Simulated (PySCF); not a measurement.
**What a change does: NMR shielding calculation on C4H13PSi2**

System: C4H13PSi2.
Method of the first run: GIAO PBE0/pcSseg-1 NMR shielding, non-relativistic, IEF-PCM water (PySCF 2.14.0).

The geometry comes from this level: PBE0-D3(BJ)/def2-SVP. Text and figures count atoms from 1; the logs count them from 0 in places.

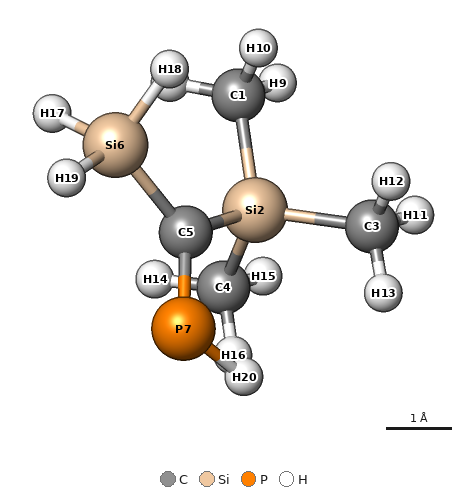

Fig. 1: The structure as given in the input (ball-and-stick view, seen at a tilt; atoms are numbered from 1 in the order of the input).

Input file, the first run:
```
{"job": {"kind": "nmr", "xc": "PBE0", "basis": "pcSseg-1", "solvent": "water", "pop": false}, "charge": 0, "multiplicity": 1}
C      0.142872    -1.705917     0.918409
Si    -0.482241    -0.223613    -0.058594
C     -1.921443     0.572968     0.853515
C     -1.019680    -0.779994    -1.772224
C      0.893484     1.066307    -0.235838
Si     2.574000     0.769990     0.535085
P      0.695904     2.513552    -1.062100
H      1.012134    -2.177804     0.433815
H     -0.649373    -2.467805     0.998147
H      0.435941    -1.423086     1.941980
H     -2.754833    -0.138816     0.967703
H     -1.613400     0.903012     1.857997
H     -2.297300     1.453406     0.309553
H     -0.180624    -1.234381    -2.321712
H     -1.824824    -1.529136    -1.699063
H     -1.397742     0.066446    -2.366126
H      3.182323    -0.486604    -0.005740
H      2.442358     0.599894     2.016891
H      3.492270     1.916015     0.255394
H     -0.678876     2.372351    -1.492305
```

The first line tells a small driver script what to run in PySCF; the rest is the geometry in Å.

Launched with:
```bash
OMP_NUM_THREADS=1 python <driver script> task.json out
```

Hardware: 1 CPU thread, shared host.

Output (the first run):
```
coarse grid: 17280 points
cycle   1  E = -1079.8421589435  dE =  1.853e-01  |g| = 5.683e-01  |ddm| = 4.013e+00
cycle   2  E = -1079.7762553419  dE =  6.590e-02  |g| = 7.269e-01  |ddm| = 1.066e+00
cycle   3  E = -1079.9180505068  dE = -1.418e-01  |g| = 1.632e-01  |ddm| = 7.594e-01
cycle   4  E = -1079.9256716611  dE = -7.621e-03  |g| = 2.367e-02  |ddm| = 1.724e-01
cycle   5  E = -1079.9258060059  dE = -1.343e-04  |g| = 7.431e-03  |ddm| = 3.014e-02
cycle   6  E = -1079.9258208984  dE = -1.489e-05  |g| = 1.388e-03  |ddm| = 1.098e-02
cycle   7  E = -1079.9258213838  dE = -4.854e-07  |g| = 2.075e-04  |ddm| = 1.863e-03
final grid: 150448 points
cycle   8  E = -1079.9666745823  dE = -2.595e-05  |g| = 8.577e-03  |ddm| = 2.743e-02
cycle   9  E = -1079.9666520353  dE =  2.255e-05  |g| = 1.240e-02  |ddm| = 1.774e-02
cycle  10  E = -1079.9666928789  dE = -4.084e-05  |g| = 2.360e-03  |ddm| = 1.218e-02
cycle  11  E = -1079.9666944627  dE = -1.584e-06  |g| = 2.219e-04  |ddm| = 2.345e-03
cycle  12  E = -1079.9666944738  dE = -1.107e-08  |g| = 5.660e-05  |ddm| = 2.256e-04
cycle  13  E = -1079.9666944747  dE = -9.368e-10  |g| = 2.038e-05  |ddm| = 9.915e-05
converged SCF energy = -1079.9666944747

GIAO shielding tensors (ppm)
atom      isotropic    diamagn.    paramagn.     s11        s22        s33       span
  0 C      187.019     257.361     -70.342    182.727    186.466    191.863      9.136
  1 Si     355.205     883.178    -527.973    347.005    349.283    369.326     22.321
  2 C      183.413     256.036     -72.623    174.364    186.024    189.850     15.486
  3 C      183.900     256.008     -72.108    174.939    186.630    190.131     15.192
  4 C      -57.075     273.367    -330.442   -276.775   -104.595    210.146    486.922
  5 Si     414.580     880.340    -465.760    366.278    415.001    462.459     96.181
  6 P      -79.208     968.357   -1047.564   -639.280    -33.243    434.899   1074.180
  7 H       30.786      32.680      -1.893     26.898     28.331     37.130     10.232
  8 H       31.035      31.234      -0.199     26.352     28.670     38.083     11.731
  9 H       30.814      32.641      -1.827     27.070     28.237     37.136     10.066
 10 H       31.088      30.918       0.170     26.937     28.192     38.135     11.197
 11 H       31.131      31.981      -0.850     26.948     28.935     37.511     10.563
 12 H       30.845      32.065      -1.220     26.274     29.085     37.177     10.903
 13 H       31.141      31.925      -0.784     26.959     28.873     37.591     10.632
 14 H       31.096      30.911       0.185     26.930     28.245     38.114     11.184
 15 H       30.786      32.010      -1.224     26.163     29.015     37.179     11.015
 16 H       26.636      29.308      -2.673     23.098     26.390     30.418      7.320
 17 H       26.645      29.296      -2.651     23.169     26.291     30.473      7.304
 18 H       26.941      28.719      -1.777     23.769     25.633     31.422      7.654
 19 H       22.485      31.276      -8.791     21.423     21.524     24.509      3.086
```

For the second run the input was changed thus:
```diff
-"solvent": "water"
-"pop": false
+"solvent": "chloroform"
+"pop": true
```

Predict how the results change.

The total energy of the second run is 0.6 kcal/mol higher: the change of the electrostatic solvation energy at this fixed geometry, without cavity or dispersion terms. The dipole moment goes from 2.18 to 1.97 D. Of all shieldings, the largest change is that of C5, by +0.6 ppm. The SCF takes 14 iterations against 13.

Output (the second run):
```
coarse grid: 17280 points
cycle   1  E = -1079.8404186461  dE =  1.869e-01  |g| = 5.708e-01  |ddm| = 4.013e+00
cycle   2  E = -1079.7666320580  dE =  7.379e-02  |g| = 7.447e-01  |ddm| = 1.091e+00
cycle   3  E = -1079.9155248369  dE = -1.489e-01  |g| = 1.781e-01  |ddm| = 8.027e-01
cycle   4  E = -1079.9247150308  dE = -9.190e-03  |g| = 2.323e-02  |ddm| = 1.892e-01
cycle   5  E = -1079.9248408685  dE = -1.258e-04  |g| = 8.091e-03  |ddm| = 3.104e-02
cycle   6  E = -1079.9248588608  dE = -1.799e-05  |g| = 1.489e-03  |ddm| = 1.201e-02
cycle   7  E = -1079.9248594158  dE = -5.551e-07  |g| = 1.943e-04  |ddm| = 2.034e-03
final grid: 150448 points
cycle   8  E = -1079.9657143962  dE = -2.565e-05  |g| = 8.646e-03  |ddm| = 2.747e-02
cycle   9  E = -1079.9656888584  dE =  2.554e-05  |g| = 1.281e-02  |ddm| = 1.832e-02
cycle  10  E = -1079.9657327276  dE = -4.387e-05  |g| = 2.561e-03  |ddm| = 1.296e-02
cycle  11  E = -1079.9657346087  dE = -1.881e-06  |g| = 2.161e-04  |ddm| = 2.571e-03
cycle  12  E = -1079.9657346187  dE = -1.001e-08  |g| = 6.301e-05  |ddm| = 2.318e-04
cycle  13  E = -1079.9657346199  dE = -1.173e-09  |g| = 2.101e-05  |ddm| = 1.075e-04
cycle  14  E = -1079.9657346200  dE = -1.064e-10  |g| = 2.432e-06  |ddm| = 2.607e-05
converged SCF energy = -1079.9657346200

GIAO shielding tensors (ppm)
atom      isotropic    diamagn.    paramagn.     s11        s22        s33       span
  0 C      186.748     257.218     -70.470    182.508    186.206    191.529      9.021
  1 Si     355.586     883.160    -527.575    347.466    349.296    369.994     22.528
  2 C      183.145     255.876     -72.732    174.171    185.778    189.485     15.314
  3 C      183.634     255.851     -72.217    174.741    186.389    189.772     15.032
  4 C      -56.481     273.362    -329.843   -276.334   -103.269    210.160    486.494
  5 Si     414.912     880.292    -465.380    367.496    414.905    462.335     94.839
  6 P      -79.762     968.206   -1047.969   -646.741    -25.829    433.283   1080.024
  7 H       30.787      32.652      -1.865     26.900     28.342     37.120     10.219
  8 H       31.073      31.240      -0.167     26.412     28.715     38.092     11.681
  9 H       30.818      32.615      -1.797     27.075     28.251     37.127     10.052
 10 H       31.127      30.927       0.200     26.998     28.238     38.145     11.146
 11 H       31.126      31.947      -0.821     26.952     28.924     37.502     10.550
 12 H       30.871      32.069      -1.198     26.318     29.124     37.171     10.853
 13 H       31.136      31.893      -0.756     26.964     28.863     37.582     10.619
 14 H       31.137      30.923       0.214     26.994     28.293     38.124     11.131
 15 H       30.812      32.017      -1.205     26.208     29.055     37.173     10.965
 16 H       26.644      29.282      -2.638     23.109     26.390     30.433      7.324
 17 H       26.653      29.269      -2.616     23.179     26.291     30.488      7.309
 18 H       26.896      28.630      -1.734     23.702     25.581     31.404      7.702
 19 H       22.541      31.385      -8.844     21.486     21.589     24.548      3.062
```

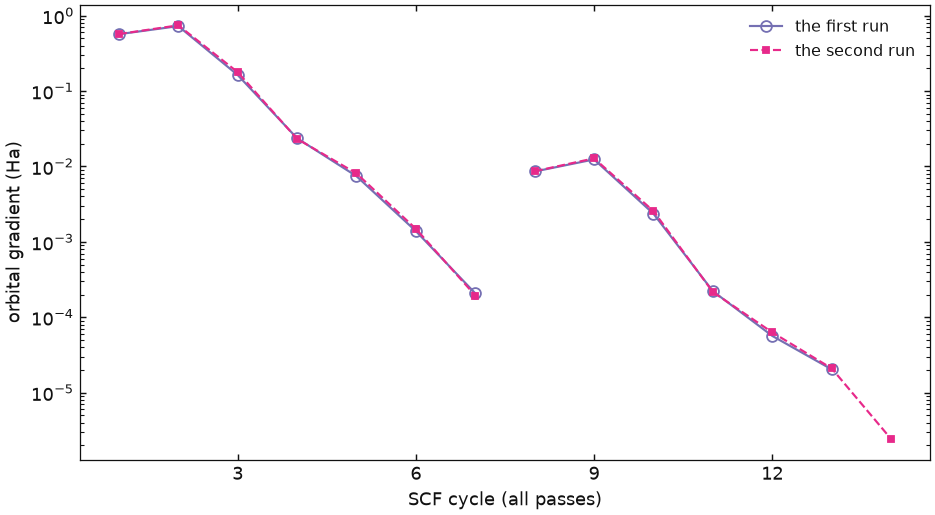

Fig. 2: Convergence of the two runs: orbital gradient against the SCF cycle. A break in a curve parts two SCF passes (coarse and final grid). The first run takes 13 cycles in all, and the second run takes 14.

The two runs side by side:

| quantity | the first run | the second run |
| --- | --- | --- |
| outcome | converged | converged |
| total energy (hartree) | −1079.966694 | −1079.965735 |
| HOMO (eV) | −7.36 | −7.36 |
| LUMO (eV) | −2.15 | −2.16 |
| dipole moment (D) | 2.18 | 1.97 |
| shielding of C1 (ppm) | 187.0 | 186.7 |
| shielding of Si2 (ppm) | 355.2 | 355.6 |
| shielding of C3 (ppm) | 183.4 | 183.1 |
| shielding of C4 (ppm) | 183.9 | 183.6 |
| shielding of C5 (ppm) | −57.1 | −56.5 |
| shielding of Si6 (ppm) | 414.6 | 414.9 |
| shielding of P7 (ppm) | −79.2 | −79.8 |
| SCF iterations | 13 | 14 |
| basis functions | 205 | 205 |
| wall time (shared host) | 59 s | 66 s |
